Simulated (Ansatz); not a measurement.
Process, species as SMILES: Cl/C=[C]\[H] → 2 C atom + Cl atom + 2 H atom
B3LYP-D3(BJ)/def2-TZVP geometries, fixed; electronic energies without zero-point terms.

Basis-set convergence of the atomisation energy at MP2 with Ansatz (a first-principles code). All functions are spherical. Cores are frozen. An unrestricted Hartree-Fock determinant is markedly spin-contaminated. Open shells are unrestricted. No added dispersion term, no relativity. Functions are those of the species that has most. Reference: Hartree-Fock in aug-cc-pV(Q+d)Z plus the correlation part extrapolated as X^-3 from aug-cc-pV(T+d)Z and aug-cc-pV(Q+d)Z, 426.47 kcal/mol, itself unsure by roughly 1.54 kcal/mol (a third of the extrapolation step and of the last Hartree-Fock step). Deviations are taken from unrounded values.

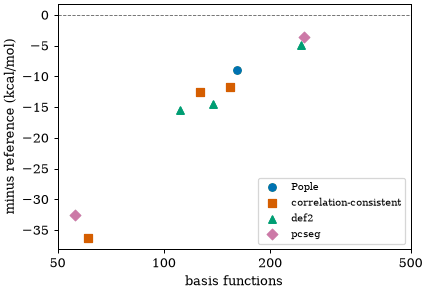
Deviation from the reference against the number of basis functions, by family of sets.

```csv
basis,functions,atomisation energy (kcal/mol),minus reference (kcal/mol)
pcseg-1,56,393.88,-32.59
cc-pV(D+d)Z,61,390.19,-36.28
def2-TZVP,111,410.94,-15.52
cc-pV(T+d)Z,127,413.87,-12.59
def2-TZVPD,138,412.03,-14.43
jun-cc-pV(T+d)Z,154,414.67,-11.79
"6-311++G(3df,3pd)",161,417.48,-8.99
def2-QZVPP,244,421.50,-4.97
pcseg-3,250,422.82,-3.64
```
